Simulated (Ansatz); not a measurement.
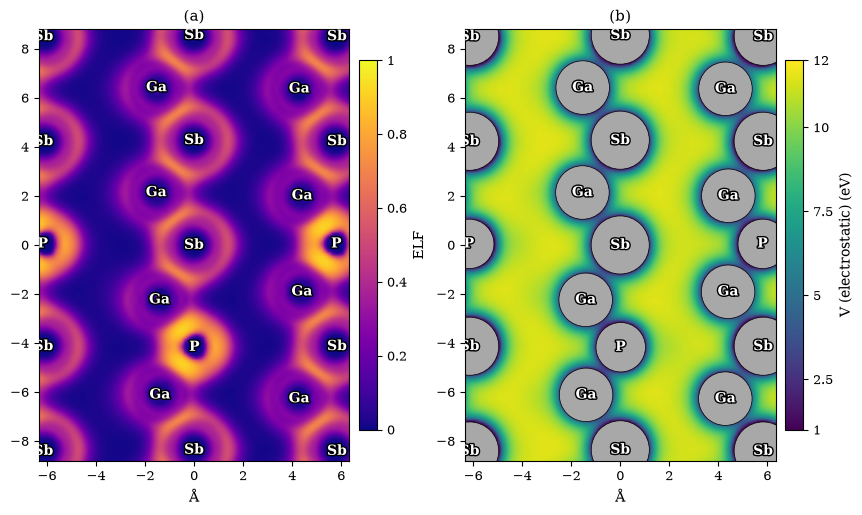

Figure. Ga16Sb13P3. (a) ELF; (b) electrostatic potential (local pseudopotential plus Hartree) felt by an electron on the (110) plane of the conventional cell. Grey discs cover the atomic cores in the potential map.

Space group P1; a generated structure, not necessarily the stable one.

Method: DFT PBEsol, scalar-relativistic, plane waves, PAW in Ansatz.

Input file:

```
crystal:
  lattice:
    - [11.94, 0.0, 0.0]
    - [0.0, 11.94, 0.0]
    - [0.0, 0.0, 11.94]
  atoms:
    - { symbol: Ga, position: [0.0, 0.0, 0.0] }
    - { symbol: Ga, position: [0.0, 0.25, 0.25] }
    - { symbol: Ga, position: [0.25, 0.0, 0.25] }
    - { symbol: Ga, position: [0.25, 0.25, 0.0] }
    - { symbol: Ga, position: [0.0, 0.0, 0.5] }
    - { symbol: Ga, position: [0.0, 0.25, 0.75] }
    - { symbol: Ga, position: [0.25, 0.0, 0.75] }
    - { symbol: Ga, position: [0.25, 0.25, 0.5] }
    - { symbol: Ga, position: [0.0, 0.5, 0.0] }
    - { symbol: Ga, position: [0.0, 0.75, 0.25] }
    - { symbol: Ga, position: [0.25, 0.5, 0.25] }
    - { symbol: Ga, position: [0.25, 0.75, 0.0] }
    - { symbol: Ga, position: [0.0, 0.5, 0.5] }
    - { symbol: Ga, position: [0.0, 0.75, 0.75] }
    - { symbol: Ga, position: [0.25, 0.5, 0.75] }
    - { symbol: Ga, position: [0.25, 0.75, 0.5] }
    - { symbol: Ga, position: [0.5, 0.0, 0.0] }
    - { symbol: Ga, position: [0.5, 0.25, 0.25] }
    - { symbol: Ga, position: [0.75, 0.0, 0.25] }
    - { symbol: Ga, position: [0.75, 0.25, 0.0] }
    - { symbol: Ga, position: [0.5, 0.0, 0.5] }
    - { symbol: Ga, position: [0.5, 0.25, 0.75] }
    - { symbol: Ga, position: [0.75, 0.0, 0.75] }
    - { symbol: Ga, position: [0.75, 0.25, 0.5] }
    - { symbol: Ga, position: [0.5, 0.5, 0.0] }
    - { symbol: Ga, position: [0.5, 0.75, 0.25] }
    - { symbol: Ga, position: [0.75, 0.5, 0.25] }
    - { symbol: Ga, position: [0.75, 0.75, 0.0] }
    - { symbol: Ga, position: [0.5, 0.5, 0.5] }
    - { symbol: Ga, position: [0.5, 0.75, 0.75] }
    - { symbol: Ga, position: [0.75, 0.5, 0.75] }
    - { symbol: Ga, position: [0.75, 0.75, 0.5] }
    - { symbol: Sb, position: [0.125, 0.125, 0.125] }
    - { symbol: P, position: [0.125, 0.375, 0.375] }
    - { symbol: Sb, position: [0.375, 0.125, 0.375] }
    - { symbol: P, position: [0.375, 0.375, 0.125] }
    - { symbol: Sb, position: [0.125, 0.125, 0.625] }
    - { symbol: Sb, position: [0.125, 0.375, 0.875] }
    - { symbol: P, position: [0.375, 0.125, 0.875] }
    - { symbol: Sb, position: [0.375, 0.375, 0.625] }
    - { symbol: Sb, position: [0.125, 0.625, 0.125] }
    - { symbol: Sb, position: [0.125, 0.875, 0.375] }
    - { symbol: P, position: [0.375, 0.625, 0.375] }
    - { symbol: Sb, position: [0.375, 0.875, 0.125] }
    - { symbol: Sb, position: [0.125, 0.625, 0.625] }
    - { symbol: Sb, position: [0.125, 0.875, 0.875] }
    - { symbol: Sb, position: [0.375, 0.625, 0.875] }
    - { symbol: P, position: [0.375, 0.875, 0.625] }
    - { symbol: P, position: [0.625, 0.125, 0.125] }
    - { symbol: Sb, position: [0.625, 0.375, 0.375] }
    - { symbol: Sb, position: [0.875, 0.125, 0.375] }
    - { symbol: Sb, position: [0.875, 0.375, 0.125] }
    - { symbol: Sb, position: [0.625, 0.125, 0.625] }
    - { symbol: Sb, position: [0.625, 0.375, 0.875] }
    - { symbol: Sb, position: [0.875, 0.125, 0.875] }
    - { symbol: Sb, position: [0.875, 0.375, 0.625] }
    - { symbol: Sb, position: [0.625, 0.625, 0.125] }
    - { symbol: Sb, position: [0.625, 0.875, 0.375] }
    - { symbol: Sb, position: [0.875, 0.625, 0.375] }
    - { symbol: Sb, position: [0.875, 0.875, 0.125] }
    - { symbol: Sb, position: [0.625, 0.625, 0.625] }
    - { symbol: Sb, position: [0.625, 0.875, 0.875] }
    - { symbol: Sb, position: [0.875, 0.625, 0.875] }
    - { symbol: Sb, position: [0.875, 0.875, 0.625] }
scf:
  occupations: { method: gaussian, width: 0.01 }
output:
  forces: true
  stress: true
  eigenvalues: true
  write_density: true
  write_potential: true
  elf: true
  volumetric_format: npy
hamiltonian:
  xc: pbesol
relax:
  f_tol: 0.005
  max_steps: 60
  cell: { stress_tol: 0.03 }
kpoints:
  mp_grid: { grid: [2, 2, 2] }
```

Run with:

```sh
ansatz run input.yaml --threads 8 --pin off --max-ram 40960MiB --backend cpu --events-out ev --progress --plain --runs-dir out
```

Below, planes, directions and counts refer to the conventional cell (a = 11.97 Å, b = 11.97 Å, c = 11.97 Å, α = 90.00°, β = 89.99°, γ = 89.90°).

The fields are those of the relaxed geometry.

Q: What do the fields say about this system?

A:
- The plane passes through Ga, Sb and P nuclei.
- Ga–P (2.40 Å): the ELF peaks at about 0.90 in the valence shell of P, 0.9 Å from its nucleus, and is about 0.75 at the midpoint.
- Ga–P (2.40 Å): the ELF peaks at about 0.90 in the valence shell of P, 0.9 Å from its nucleus, and is about 0.75 at the midpoint.
- Ga–Sb (2.64 Å): the ELF peaks at about 0.70 between the atoms.
- Ga–Sb (2.64 Å): the ELF peaks at about 0.70 between the atoms.
- The features right at Ga lie inside the PAW spheres, where the map follows smoothed inner orbitals and isn't to be read closely.
- Outside the cores the potential energy rises away from the atoms and is highest about 2.5 Å from the nearest atoms; its zero is arbitrary.
